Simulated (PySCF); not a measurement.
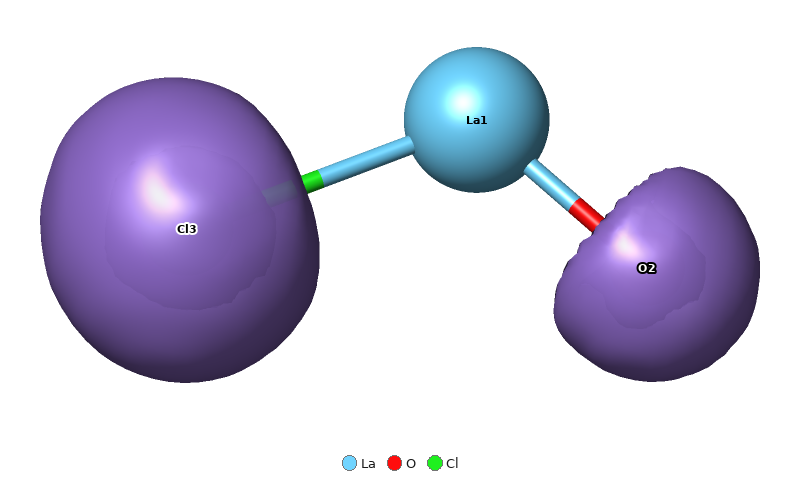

*ClLaO. Isosurface of the electron localisation function at 0.75 (purple), seen at a tilt. Only the valence region is drawn (cores and ρ < 0.01 e/Å³ removed).*

Core potentials replace the inner electrons of La.

All numbers below come from RKS PBE0, La def2-SVP with ECP46, O def2-SVP, Cl def2-SVP; non-relativistic Hamiltonian with scalar-relativistic core potentials where named; density fitting in PySCF.

```xyz
3

La    0.2927    0.0000   -0.4754
O     1.8661    0.0000    0.6423
Cl   -1.9758    0.0000    0.9077
```

Describe the localisation domains.

At this value the surface marks out one region wrapped around Cl (its valence shell) and one region wrapped around O (its valence shell).

Values along the shortest contacts:
La–O (1.93 Å): the ELF peaks at about 0.80 in the valence shell of O, 0.5 Å from its nucleus, and drops to about 0.40 between the two atoms; an ionic contact with no shared pair. La–Cl (2.66 Å): the ELF peaks at about 0.85 in the valence shell of Cl, 0.8 Å from its nucleus, and drops to about 0.20 between the two atoms (a largely ionic contact).
